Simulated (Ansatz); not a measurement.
**[NO3]− (nitrate): levels of theory compared**

Wanted: a comparison of 6 runs (B2PLYP/STO-3G, B3LYP/STO-3G, UPBE0/STO-3G, CCSDT(Q)/STO-3G, CCSDT/STO-3G, FCI/STO-3G) of [NO3]− (nitrate). 

Program for the calculation: Ansatz 0.2.0.

9 further runs of the same task are left out: 7 that didn't finish, 2 set aside as unsound or not needed.

## Step 1: The system as given

[NO3]−: 4 atoms, total charge -1, spin state singlet. SMILES: `O=[N+]([O-])[O-]`. The O3–N2 distance was set to 2.493 Å, away from the relaxed value. At this shape a bond of the SMILES string is far longer than usual.

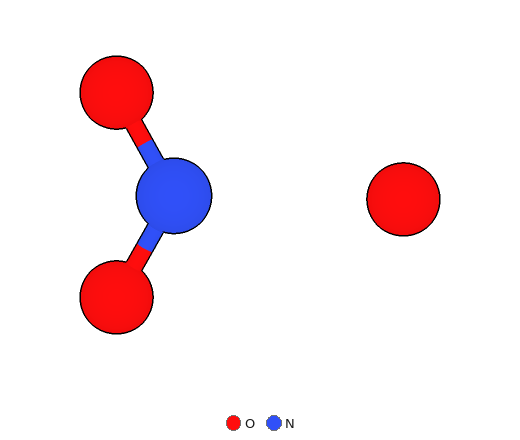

The structure, seen from a chosen angle (oxygen red, nitrogen blue).

## Step 2: The energy at B2PLYP/STO-3G (run 1)

File job.yaml:

```yaml
crystal:
  periodic: [false, false, false]
  atoms:
    - {symbol: O, position_ang: [-0.173929, 1.637421, 1.396656]}
    - {symbol: N, position_ang: [-0.470449, 1.113381, 0.305126]}
    - {symbol: O, position_ang: [0.470440, -1.113360, -0.305120]}
    - {symbol: O, position_ang: [-1.237399, 1.702711, -0.481294]}
basis:
  gaussian:
    orbitals: STO-3G
total_charge: -1
hamiltonian:
  xc: {name: B2PLYP}
correlation:
  frozen_orbitals: {"N": 1, O: 1}
accuracy: high
```

Launch:

```
$ ansatz run job.yaml --threads 1 --pin off --max-ram 3480MiB --events-out events.jsonl --progress --plain --runs-dir runs
```

Output:

```text
Warning: RAYON_NUM_THREADS=1 ignored (pool sized by the plan → 1); use --threads N
Functional definition: B2PLYP
  name "B2PLYP"
  parameter a = 0.53
  parameter c = 0.27
  exchange = (1 - a)*b88_x + a*exact_x
  correlation = (1 - c)*lyp_c + c*(mp2_os + mp2_ss)
350 factors; integrals over basis functions are off by at most 3.1e-8 eV
mean field evaluation 1: about -7468.7785 eV, gradient 4.5e1 eV
mean field evaluation 2: about -7468.7795 eV, gradient 4.5e1 eV
mean field evaluation 4: about -7466.4254 eV, gradient 2.5e1 eV
mean field evaluation 8: about -7425.0011 eV, gradient 6.6e1 eV
mean field evaluation 16: about -7502.0791 eV, gradient 7.0e-1 eV
mean field evaluation 32: about -7501.9451 eV, gradient 2.0e0 eV
mean field evaluation 64: about -7495.4370 eV, gradient 9.2e0 eV
mean field -7502.07236690 eV, -275.6960743964 hartree, gradient 3.1e-8 eV, S^2 0.000000; 6 other end points of the search recorded, 0 dependent functions left out; unrestricted orbitals would lower it
4 core orbitals not correlated: weight in the atoms' cores, before any rotation towards them, 1.000 or more for the frozen orbitals, at most 0.000 for the correlated occupied ones
reference -7502.07237963 eV, -275.6960748641 hartree; 12, 12 occupied and 4, 4 virtual orbitals, 350 factors
second order -7.72105593 eV of doubles, -0.00000000 eV of singles
Total energy: -7504.15706473 eV, -275.7726856285 hartree
```

It took 2.2 s on 1 thread of Arm Neoverse V1, shared host; peak memory 0.093 GiB.

## Step 3: The energy at B3LYP/STO-3G (run 2)

File input.yaml:

```yaml
crystal:
  periodic: [false, false, false]
  atoms:
    - {symbol: O, position_ang: [-0.173929, 1.637421, 1.396656]}
    - {symbol: N, position_ang: [-0.470449, 1.113381, 0.305126]}
    - {symbol: O, position_ang: [0.470440, -1.113360, -0.305120]}
    - {symbol: O, position_ang: [-1.237399, 1.702711, -0.481294]}
basis:
  gaussian: {orbitals: STO-3G}
total_charge: -1
hamiltonian: {xc: {name: B3LYP}}
accuracy: high
```

Launch:

```
$ ansatz run input.yaml --threads 1 --pin off --max-ram 3480MiB --events-out events.jsonl --progress --plain --runs-dir runs
```

Output:

```text
Warning: RAYON_NUM_THREADS=1 ignored (pool sized by the plan → 1); use --threads N
Functional definition: B3LYP
  name "B3LYP"
  parameter a0 = 0.2
  parameter ax = 0.72
  parameter ac = 0.81
  exchange = (1 - a0 - ax)*slater_x + ax*b88_x + a0*exact_x
  correlation = (1 - ac)*vwn_rpa_c + ac*lyp_c
350 factors; integrals over basis functions are off by at most 3.1e-8 eV
mean field evaluation 1: about -7481.6387 eV, gradient 4.2e1 eV
mean field evaluation 2: about -6915.6214 eV, gradient 4.4e1 eV
mean field evaluation 4: about -7480.3238 eV, gradient 2.2e1 eV
mean field evaluation 8: about -7513.6762 eV, gradient 1.0e0 eV
mean field evaluation 16: about -7513.7004 eV, gradient 2.8e-8 eV
mean field -7513.70036574 eV, -276.1233954720 hartree, gradient 2.8e-8 eV, S^2 0.000000; 4 other end points of the search recorded, 0 dependent functions left out
reference -7513.70038545 eV, -276.1233961964 hartree; 16, 16 occupied and 4, 4 virtual orbitals, 350 factors
Total energy: -7513.70038545 eV, -276.1233961964 hartree
```

Wall time 1.4 s (1 thread of Arm Neoverse V1, shared host); peak memory 0.09 GiB.

## Step 4: A single-point energy at UPBE0/STO-3G (run 3)

input.yaml: that of step 3 with these lines changed.

```diff
@@ -9,4 +9,5 @@
   gaussian: {orbitals: STO-3G}
+hamiltonian: {xc: pbe0}
+magnetization: {spin_polarized: true, initial_magnetization: 0}
+accuracy: high
 total_charge: -1
-hamiltonian: {xc: {name: B3LYP}}
-accuracy: high
```

Launch:

```
$ ansatz run input.yaml --threads 1 --pin off --max-ram 3480MiB --events-out events.jsonl --progress --plain --runs-dir runs
```

Output:

```text
Warning: RAYON_NUM_THREADS=1 ignored (pool sized by the plan → 1); use --threads N
Functional definition: PBE0
  name "PBE0"
  parameter a = 0.25
  parameter kappa = 0.804
  parameter beta = 0.06672455060314922
  exchange = (1 - a)*pbe_x(kappa = kappa, mu = beta*pi^2/3) + a*exact_x
  correlation = pbe_c(beta = beta)
350 factors; integrals over basis functions are off by at most 3.1e-8 eV
mean field evaluation 1: about -7475.1870 eV, gradient 3.0e1 eV
mean field evaluation 2: about -6910.4202 eV, gradient 3.4e1 eV
mean field evaluation 4: about -7475.4977 eV, gradient 2.1e1 eV
mean field evaluation 8: about -7488.6519 eV, gradient 3.7e1 eV
mean field evaluation 16: about -7507.1939 eV, gradient 7.2e-2 eV
mean field evaluation 32: about -7508.6613 eV, gradient 3.5e-3 eV
mean field evaluation 64: about -7508.4609 eV, gradient 2.3e0 eV
mean field -7508.66131718 eV, -275.9382138528 hartree, gradient 2.6e-8 eV, S^2 0.993963; 9 other end points of the search recorded, 0 dependent functions left out
reference -7508.66131788 eV, -275.9382138788 hartree; 16, 16 occupied and 4, 4 virtual orbitals, 350 factors
Total energy: -7508.66131788 eV, -275.9382138788 hartree
```

Wall time 15 s (1 thread of Arm Neoverse V1, shared host); peak memory 0.12 GiB.

Runs 4 to 5 aren't shown in full; the table further down has their settings and results.

## Step 5: A single-point energy at FCI/STO-3G (run 6)

job.yaml: that of step 2 with these lines changed.

```diff
@@ -1 +1,4 @@
+basis:
+  gaussian:
+    orbitals: STO-3G
 crystal:
@@ -7,9 +10,5 @@
     - {symbol: O, position_ang: [-1.237399, 1.702711, -0.481294]}
-basis:
-  gaussian:
-    orbitals: STO-3G
 total_charge: -1
-hamiltonian:
-  xc: {name: B2PLYP}
 correlation:
+  method: fci
   frozen_orbitals: {"N": 1, O: 1}
```

Launch:

```
$ ansatz run job.yaml --threads 1 --pin off --max-ram 3480MiB --events-out events.jsonl --progress --plain --runs-dir runs
```

Output (excerpt; [...] marks lines left out):

```text
Warning: RAYON_NUM_THREADS=1 ignored (pool sized by the plan → 1); use --threads N
Functional definition: HF
  name "HF"
[...]
350 factors; integrals over basis functions are off by at most 3.1e-8 eV
[...]
mean field -7478.71598165 eV, -274.8377430699 hartree, gradient 1.9e-8 eV, S^2 0.000000; 11 other end points of the search recorded, 0 dependent functions left out; unrestricted orbitals would lower it
determinant -7478.71598165 eV, -274.8377430699 hartree, with singles and doubles -7484.04253250 eV, -275.0334902031 hartree
determinant -7477.81755312 eV, -274.8047264305 hartree, with singles and doubles -7483.10692672 eV, -274.9991073251 hartree
unrestricted determinant -7481.21238380 eV, -274.9294841567 hartree, S^2 1.5485
4 core orbitals not correlated: weight in the atoms' cores, before any rotation towards them, 1.000 or more for the frozen orbitals, at most 0.000 for the correlated occupied ones
reference -7478.71598165 eV, -274.8377430699 hartree; 12, 12 occupied and 4, 4 virtual orbitals, 350 factors
state -7484.84843165 eV, -275.0631064507 hartree
Total energy: -7484.84843165 eV, -275.0631064507 hartree
```

It took 32 s on 1 thread of Arm Neoverse V1, shared host; peak memory 0.28 GiB.

## Step 6: The series

| run | level | frozen core orbitals | energy (Eh) | wall time |
| --- | --- | --- | --- | --- |
| 1 | B2PLYP/STO-3G | 4 | -275.772686 | 2.2 s |
| 2 | B3LYP/STO-3G | – | -276.123396 | 1.4 s |
| 3 | UPBE0/STO-3G | – | -275.938214 | 15 s |
| 4 | CCSDT(Q)/STO-3G | 4 | -275.059761 | 3 s |
| 5 | CCSDT/STO-3G | 4 | -275.058223 | 2.7 s |
| 6 | FCI/STO-3G | 4 | -275.063106 | 32 s |

## Step 7: What came out

| quantity | value |
| --- | --- |
| run 6: total energy | -275.06311 Eh |
| run 6: correlation energy (4 core orbitals frozen) | -225.4 mEh |

**Reading.** Against full CI in this basis: CCSDT(Q) +3.3 mEh; CCSDT +4.9 mEh. Totals of different functionals can't be ranked against each other. In runs 1, 4, 5 the log says that unrestricted orbitals would lower the reference, so the values rest on an unstable closed-shell determinant (other closed-shell runs at this shape may share the fault). In runs 1, 2, 3, 4, 5, 6 the basis is minimal, so the values are rough. Spin contamination of the reference: run 3 ⟨S²⟩ = 0.99. Where it is this large, the reference is a mixture of spin states, and values that rest on it are in doubt. All runs together took 56 s, the longest 32 s.
